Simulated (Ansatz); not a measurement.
GaH$_{4}$O$_{2}$Cl: several calculations on one system

**1. Relaxation**

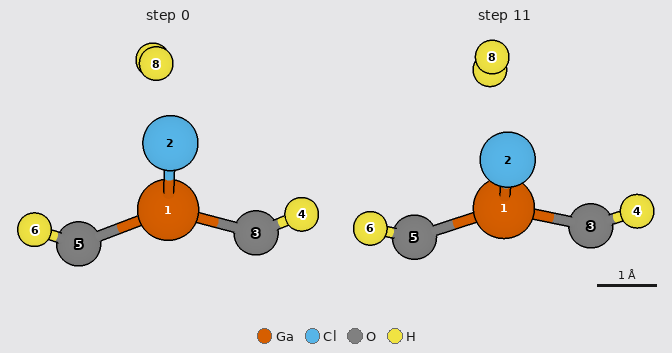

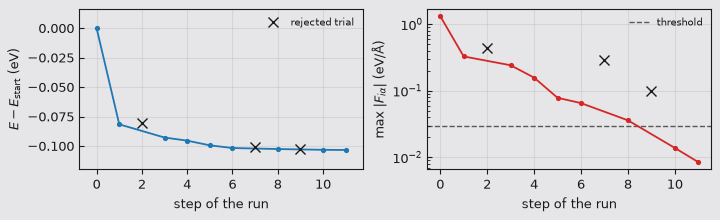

First and last geometry of a relaxation of GaH4O2Cl, with the history of the run. Style: ball-and-stick. Shown face on.

The run prepares an end point of a later path (reaction) calculation, from a guessed geometry.

Level of theory: Ansatz, RKS PBE0/def2-SVP. Set-up: no spin polarisation; force threshold 0.03 eV/Å; at most 50 steps.

Question: What do the curves and the structures tell?

Answer: It converged. The atom that moves furthest after the best rigid fit is the Cl atom (0.33 Å). Largest moves by element: Cl 0.33 Å, H 0.23 Å, O 0.12 Å, Ga 0.08 Å. Near-neighbour distances that change, for instance: Cl–Ga 2.213 → 2.150 Å, H–H 0.720 → 0.763 Å. The energy falls by 0.103 eV in 8 accepted moves (11 points after the start). The largest force component goes from 1.3 to 0.0085 eV/Å. The line search rejected the trial steps at points 2, 7, 9 of the run. Cost: 32 s on 2 threads of Arm Neoverse V1, with other jobs on the host, peak memory 0.22 GiB.

Limits of the set-up: the start holds two separate molecules, 2.5 Å apart at their closest, whose relative position is a soft coordinate and is computed without a dispersion correction.

**2. Relaxation**

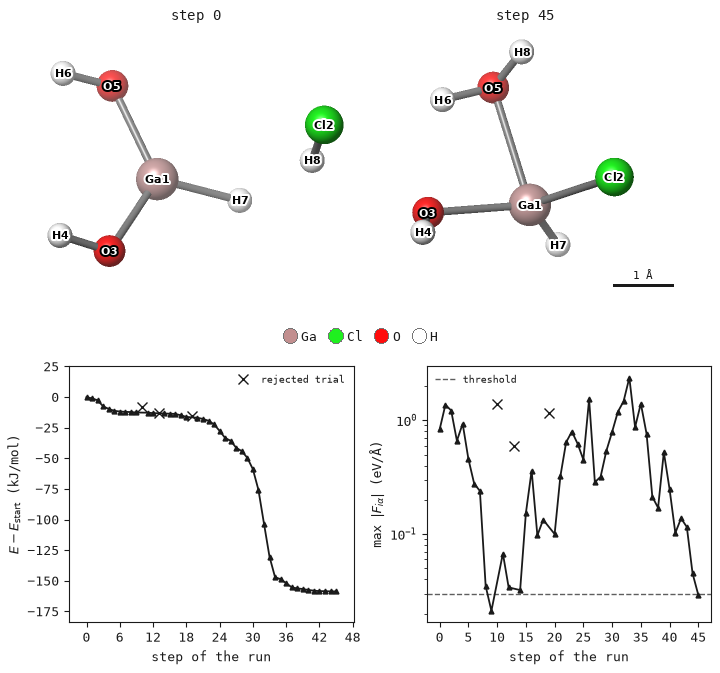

First and last geometry of a relaxation of GaH₄O₂Cl, with the history of the run. A ball-and-stick model, seen at a tilt.

The run prepares an end point of a later path (reaction) calculation, from a guessed geometry.

Method: RKS PBE0/def2-SVP (Ansatz 0.2.0).

Input
```yaml
crystal:
  periodic: [false, false, false]
  atoms:
    - { symbol: Ga, position_ang: [-0.00469, 0.506026, -0.3559] }
    - { symbol: Cl, position_ang: [0.071021, 0.349454, 3.07745] }
    - { symbol: O, position_ang: [1.517176, -0.263707, -0.860749] }
    - { symbol: H, position_ang: [1.447318, -1.119243, -1.295049] }
    - { symbol: O, position_ang: [-1.597877, -0.174726, -0.758138] }
    - { symbol: H, position_ang: [-1.606216, -1.035618, -1.187351] }
    - { symbol: H, position_ang: [0.058252, 1.873168, 0.40432] }
    - { symbol: H, position_ang: [0.060317, 1.347246, 2.192417] }
basis:
  gaussian: { orbitals: def2-SVP }
hamiltonian:
  xc: pbe0
relax:
  f_tol: 0.03
  max_steps: 50
output:
  orbitals: {}
```

Run as
```bash
ansatz run input.yaml --threads 2 --pin off --max-ram 3072MiB --backend cpu --events-out ev --progress --plain --runs-dir out
```

### Read the history and describe the run.

It converged. H8 moves most after the best rigid fit: 2.72 Å. By element the largest moves are H 2.72 Å, Cl 1.09 Å, O 0.89 Å, Ga 0.87 Å. Among the contacts that change: O5–H8 3.711 → 0.968 Å, Cl2–H8 1.334 → 2.968 Å, Ga1–Cl2 3.438 → 2.185 Å, Ga1–O5 1.779 → 2.100 Å. New bonds form, among them: Ga1–Cl2 (3.44 → 2.19 Å), O5–H8 (3.71 → 0.97 Å). Bonds break, among them: Cl2–H8 (1.33 → 2.97 Å). Among the angles between lasting bonds that change: O3–Ga1–O5 122.5° → 82.0°, Ga1–O5–H6 116.8° → 88.3°, O5–Ga1–H7 118.7° → 109.0°. The energy falls by 158.6 kJ/mol in 42 accepted moves (45 points after the start). Largest force component: 0.83 eV/Å at the start, 0.029 eV/Å at the end. The line search rejected the trial steps at points 10, 13, 19 of the run. The forces were under the threshold at step 9, but the run went on from there.

```tsv
step	E − E(0), kJ/mol	largest force component, eV/Å	note
0	0.00	0.8329	
1	-1.04	1.3675	
2	-2.57	1.2178	
3	-7.55	0.6606	
4	-9.62	0.9328	
5	-11.18	0.4563	
6	-11.74	0.2779	
7	-12.02	0.2392	
8	-12.21	0.0350	
9	-12.55	0.0212	
10	-8.05	1.3869	rejected
12	-13.07	0.0340	
14	-13.34	0.0322	
16	-13.68	0.3610	
17	-14.85	0.0973	
19	-15.45	1.1500	rejected
21	-17.83	0.3220	
23	-22.25	0.7958	
25	-33.38	0.4508	
27	-41.43	0.2853	
28	-44.10	0.3192	
30	-58.82	0.7893	
32	-103.24	1.4685	
34	-147.04	0.8696	
36	-151.85	0.7574	
38	-156.13	0.1703	
39	-156.70	0.5242	
41	-158.01	0.1024	
43	-158.44	0.1155	
45	-158.59	0.0292
```

**3. Path**

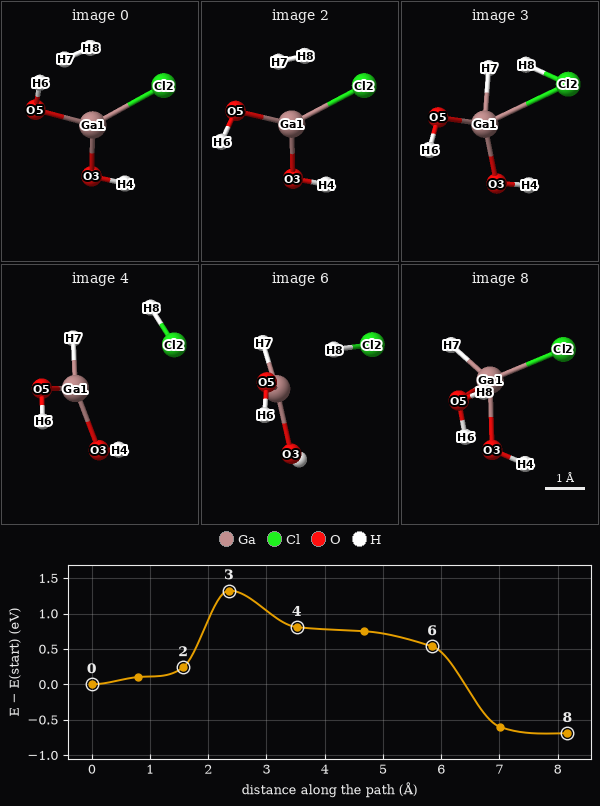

A search for the minimum-energy path of GaH₄O₂Cl, made up at the start of GaH2O2Cl and H$_{2}$ by the nudged elastic band. Images are numbered from 0 (start) to 8 (end). A ball-and-stick model, seen from a free direction.

These are results of Ansatz 0.2.0, RKS PBE0/def2-SVP, not measurements. Settings: 7 movable images; climbing image; force threshold 0.05 eV/Å; iteration limit 60; starting path through a guess of the saddle point.

Read off the barrier and say what moves.

Breaking: H7–H8 (0.76 → 1.11 at the top → 3.61 Å). Forming: Ga1–H7 (2.68 → 1.70 at the top → 1.55 Å), O5–H8 (3.37 → 3.10 at the top → 0.97 Å). Forward barrier 1.33 eV, backward barrier 2.02 eV, with image 3 at the top; the reaction energy is −0.69 eV. The band converged in 22 iterations, with a climbing image at the top. At the top, the vibrational analysis gives one imaginary mode (869i cm⁻¹), as a transition state must have.

Limits of the set-up: the start holds two separate molecules, 2.6 Å apart at their closest, whose relative position is a soft coordinate and is computed without a dispersion correction.

Cost: 6.5 min on 2 threads of Arm Neoverse V1, on a shared host, peak memory 0.24 GiB.
